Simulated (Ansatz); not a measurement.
Take the following structure.

```
La O
1.0
     3.88269    0.00000    0.00000
    -1.94134    3.36251    0.00000
     0.00000    0.00000    5.95157
La O
2 3
Direct
  0.66667 0.33333 0.75601
  0.33333 0.66667 0.24399
  0.66667 0.33333 0.35346
  0.33333 0.66667 0.64654
  0.00000 0.00000 0.00000
```

> Interpret the file: composition, symmetry and coordination.

Formula: La2O3. Its lattice is primitive hexagonal, its space group P-3m1 (No. 164). With Z = 1, the cell contains 2 La, 3 O. Every La atom has seven O at 2.33 to 2.67 Å as neighbours. O takes two kinds of site: 2d with four La in a tetrahedral arrangement at 2.33 to 2.40 Å; 1a with six La in an octahedral arrangement at 2.67 Å. The bonds build a three-dimensional framework.

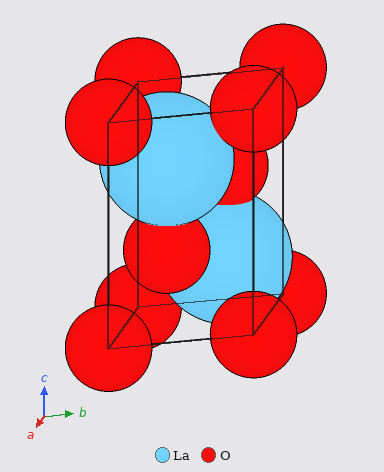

The image is a space-filling drawing of a crystal, viewed slightly off an axis. The outline marks the conventional unit cell. Colours: lanthanum blue, oxygen red.

Origin of the cell: a structure listed in the Materials Project. A relaxation with Ansatz 0.2.0, DFT LDA, scalar-relativistic, plane waves, PAW gave the geometry drawn.
